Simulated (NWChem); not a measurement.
# CH6Si (methylsilane): levels of theory compared

Wanted: a comparison of 5 runs (B3LYP/6-31G*, PBE0/def2-SVP, B3LYP/def2-SVPD, M06-2X/def2-TZVP, CCSD(T)/def2-TZVP) of CH6Si (methylsilane). 

The results are computed with NWChem 7.3.0.

### Step 1. The structure to begin with

CH6Si: 8 atoms, total charge 0, spin state singlet. SMILES: `C[SiH3]`. Geometry: relaxed at PBE0-D4/def2-TZVP.

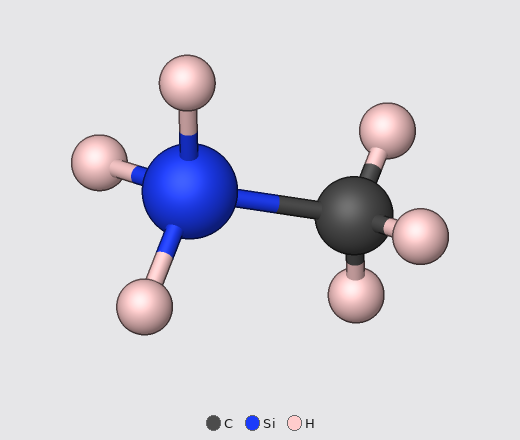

The structure, seen from a chosen angle (carbon dark grey, silicon blue, hydrogen pink).

### Step 2. Energy and gradient at B3LYP/6-31G(d) (Cartesian functions) (run 1)

The input, run.py:

```python
from ase import Atoms
from ase.calculators.nwchem import NWChem

system = Atoms(['C', 'Si', 'H', 'H', 'H', 'H', 'H', 'H'], positions=[
    [-0.181500, 0.239740, -0.940300],
    [0.162420, -0.214550, 0.841500],
    [-1.240470, 0.112510, -1.175580],
    [0.395470, -0.391420, -1.619800],
    [0.086600, 1.280720, -1.133860],
    [-0.624960, 0.646220, 1.765390],
    [1.605560, -0.040010, 1.159870],
    [-0.203110, -1.633210, 1.102780],
])

calc = NWChem(
    label='ch6si',
    theory='dft',
    memory='2200 mb',
    basis='6-31G*',
    dft={'xc': 'b3lyp', 'mult': '1', 'grid': 'xfine', 'convergence': 'energy 1e-08', 'iterations': '100', 'mulliken': None},
)
system.calc = calc

forces = system.get_forces()
e = system.get_potential_energy()
print(f"E = {e:.6f} eV")
print("forces (eV/A):")
for s, f in zip(system.symbols, forces):
    print(f"{s:2s} {f[0]:10.5f} {f[1]:10.5f} {f[2]:10.5f}")
print("dipole (e A):", system.get_dipole_moment().round(4))
```

Started as:

```sh
export ASE_NWCHEM_COMMAND="nwchem PREFIX.nwi > PREFIX.nwo"
python run.py
```

The log of the run:

```text
E = -9012.702936 eV
forces (eV/A):
C    -0.02458    0.03291   -0.12856
Si    0.04782   -0.06315    0.24749
H    -0.10079   -0.00252   -0.05559
H     0.04448   -0.04710   -0.09498
H     0.01702    0.10110   -0.05183
H    -0.00802    0.00787    0.03420
H     0.02571   -0.00257    0.02504
H    -0.00165   -0.02659    0.02422
dipole (e A): [-0.0319  0.0421 -0.1651]
```

The calculator wrote ch6si.nwi:

```
title "ch6si"

permanent_dir ch6si

scratch_dir ch6si

start ch6si

geometry units angstrom nocenter noautosym noautoz
  C  -1.8149999999999999e-01 2.3974000000000001e-01 -9.4030000000000002e-01
  Si 1.6242000000000001e-01 -2.1454999999999999e-01 8.4150000000000003e-01
  H  -1.2404700000000000e+00 1.1251000000000000e-01 -1.1755800000000001e+00
  H  3.9546999999999999e-01 -3.9141999999999999e-01 -1.6197999999999999e+00
  H  8.6599999999999996e-02 1.2807200000000001e+00 -1.1338600000000001e+00
  H  -6.2495999999999996e-01 6.4622000000000002e-01 1.7653900000000000e+00
  H  1.6055600000000001e+00 -4.0009999999999997e-02 1.1598700000000000e+00
  H  -2.0311000000000001e-01 -1.6332100000000001e+00 1.1027800000000001e+00
end

memory 2200 mb

basis noprint
   * library 6-31G*
end

dft
  xc b3lyp
  mult 1
  grid xfine
  convergence energy 1e-08
  iterations 100
  mulliken
end

task dft gradient
```

ch6si.nwo:

```text
Northwest Computational Chemistry Package (NWChem) 7.3.0
             --------------------------------------------------------

           Job information
           ---------------

    nwchem branch   = 7.3.0
    use scalapack   = T
    input           = ch6si.nwi
    prefix          = ch6si.
    data base       = ch6si/ch6si.db
    status          = startup
    nproc           =        1

           Memory information
           ------------------

[... 5 lines left out ...]
    hardfail = no
[... 106 lines left out ...]
  convergence criterion.
[... 42 lines left out ...]
          Spatial weights used:  Erf1
[... 32 lines left out ...]
 1-e energy   =    -578.308447
[... 45 lines left out ...]
           Coulomb energy =      215.200027488878
[... 393 lines left out ...]
          Convergence on density requested:  1.00D-05
[... 28 lines left out ...]
          total energy or number of iterations.
[... 36 lines left out ...]
                 ----------------------------------------
                 |  Time  |  1-e(secs)   |  2-e(secs)   |
                 ----------------------------------------
                 |  CPU   |       0.01   |       1.96   |
                 ----------------------------------------
                 |  WALL  |       0.01   |       1.96   |
                 ----------------------------------------

 Task  times  cpu:       30.8s     wall:       30.8s
 Total times  cpu:       30.9s     wall:       30.9s
```

Run time: 32 s. Hardware: 1 thread of Intel Xeon Platinum 8259CL at 2.50GHz (Skylake/Cascade Lake), shared host; peak memory 0.14 GiB.

### Step 3. Energy and gradient at PBE0/def2-SVP (run 2)

The input, ch6si.nw:

```
start ch6si
title "CH6Si"
memory total 2200 mb

geometry noautosym nocenter noautoz
  C    -0.181500    0.239740   -0.940300
  Si    0.162420   -0.214550    0.841500
  H    -1.240470    0.112510   -1.175580
  H     0.395470   -0.391420   -1.619800
  H     0.086600    1.280720   -1.133860
  H    -0.624960    0.646220    1.765390
  H     1.605560   -0.040010    1.159870
  H    -0.203110   -1.633210    1.102780
end

basis spherical bse
  * library def2-SVP
end

dft
  xc pbe0
  grid xfine
  convergence energy 1e-08
  iterations 100
  mulliken
  print medium
end

task dft gradient
```

Started as:

```sh
nwchem ch6si.nw > ch6si.out
```

The log of the run:

```text
[...]
          Wavefunction type:  closed shell.
          No. of atoms     :     8
          No. of electrons :    26
[...]
          Charge           :     0
          Spin multiplicity:     1
[...]
          AO basis - number of functions:    62
[...]
              XC Information
              --------------
                         PBE0 Method XC Functional
                     Hartree-Fock (Exact) Exchange  0.250
          PerdewBurkeErnzerhof Exchange Functional  0.750
            Perdew 1991 LDA Correlation Functional  1.000 local
           PerdewBurkeErnz. Correlation Functional  1.000 non-local
[...]
 d= 0,ls=0.0,diis     1   -330.8876620415 -3.94D+02  5.67D-03  1.23D-01     5.0
[...]
 d= 0,ls=0.0,diis     7   -330.9034586256 -7.13D-09  4.72D-07  3.42D-10    31.6
         Total DFT energy =     -330.903458625646
      One electron energy =     -580.511827821547
           Coulomb energy =      215.134152230286
    Exchange-Corr. energy =      -28.374443570857
 Nuclear repulsion energy =       62.848660536473
[...]
      Total Density - Mulliken Population Analysis
     ---------------------------------------------
    Atom       Charge   Shell Charges
 -----------   ------   -------------------------------------------------------
    1 C    6     6.36   1.99  0.88  0.29  2.12  1.07  0.02
    2 Si  14    13.65   2.00  1.98  1.03  0.22  5.93  1.33  0.98  0.19
    3 H    1     0.92   0.73  0.17  0.03
    4 H    1     0.92   0.73  0.17  0.03
    5 H    1     0.92   0.73  0.17  0.03
    6 H    1     1.08   0.73  0.33  0.01
    7 H    1     1.08   0.73  0.33  0.01
    8 H    1     1.08   0.73  0.33  0.01
[...]
  wavefunction    = closed shell
[...]
```

Wall time 41 s (1 thread of Intel Xeon Platinum 8259CL at 2.50GHz (Skylake/Cascade Lake), shared host); peak memory 0.14 GiB.

Runs 3 to 4 aren't shown in full; the table further down has their settings and results.

### Step 4. A single-point energy at CCSD(T)/def2-TZVP (run 5)

The input, input.nw:

```
start input
memory 2200 mb

geometry units au noautosym nocenter noautoz
   C     -0.34298529     0.45304294    -1.77690947
   Si     0.30692932    -0.40544074     1.59020453
   H     -2.34414857     0.21261309    -2.22152424
   H      0.74732999    -0.73967660    -3.06097838
   H      0.16365028     2.42021004    -2.14268486
   H     -1.18100324     1.22117882     3.33610360
   H      3.03406868    -0.07560794     2.19183664
   H     -0.38382227    -3.08631960     2.08395218
end

basis "ao basis" spherical bse
   * library def2-TZVP
end

scf
   thresh 1e-08
   maxiter 80
end

ccsd
   freeze core 6
   maxiter 60
end

task ccsd(t)
```

Started as:

```sh
nwchem input.nw > input.out
```

The log of the run:

```text
[...]
  functions       =   104
[...]
  wavefunction    = RHF
[...]
         Total SCF energy =   -330.319868440451
      One-electron energy =   -580.517267808052
      Two-electron energy =    187.348743311575
 Nuclear repulsion energy =     62.848656056026
        Time for solution =     44.3s
[...]
 Total MP2 energy:           -330.619913826792981
[...]
             energy      energy      error      ampl     ampl      Block
                                                time     time      time
[...]
 Total CCSD energy:           -330.661684003418429
[...]
 Total CCSD+T(CCSD) energy:           -330.672470119731997
[...]
 Total CCSD(T) energy:                -330.672189738358384
[...]
```

Run time: 7 min. Hardware: 1 thread of Intel Xeon Platinum 8259CL at 2.50GHz (Skylake/Cascade Lake), shared host; peak memory 0.25 GiB.

### Step 5. The series

```tsv
run	level	Cartesian functions	integration grid	energy (Eh)	dipole moment (D) of the reference	HOMO energy (eV)	LUMO energy (eV)	wall time
1	B3LYP/6-31G* (Cartesian functions)	yes	xfine	-331.210727	0.83	-8.84	1.12	32 s
2	PBE0/def2-SVP	no	xfine	-330.903459	0.81	-9.24	1.27	41 s
3	B3LYP/def2-SVPD	no	fine	-331.112425	0.77	–	–	32 s
4	M06-2X/def2-TZVP	no	fine	-331.175914	0.72	-10.36	1.37	78 s
5	CCSD(T)/def2-TZVP	no	–	-330.672190	–	-12.43	3.22	7 min
```

### Step 6. Summary of results

| quantity | value |
| --- | --- |
| run 5: total energy | -330.67219 Eh |
| run 5: HOMO energy (Hartree–Fock orbitals) | -12.43 eV |
| run 5: LUMO energy (Hartree–Fock orbitals) | 3.22 eV |
| run 5: HOMO–LUMO gap (Hartree–Fock orbitals) | 15.65 eV |
| run 5: correlation energy (6 core orbitals frozen) | -352.3 mEh |
| run 5: (T) correction | -10.51 mEh |

In words: Over runs 1, 2, 3, 4 the dipole moment (its size) runs from 0.72 D (M06-2X/def2-TZVP) to 0.83 D (B3LYP/6-31G*). The two ends differ in method and basis. Over runs 1, 2, 4 the HOMO–LUMO gap runs from 9.97 eV (B3LYP/6-31G*) to 11.73 eV (M06-2X/def2-TZVP). Totals of different functionals can't be ranked against each other. All runs together took 10 min, the longest 7 min.
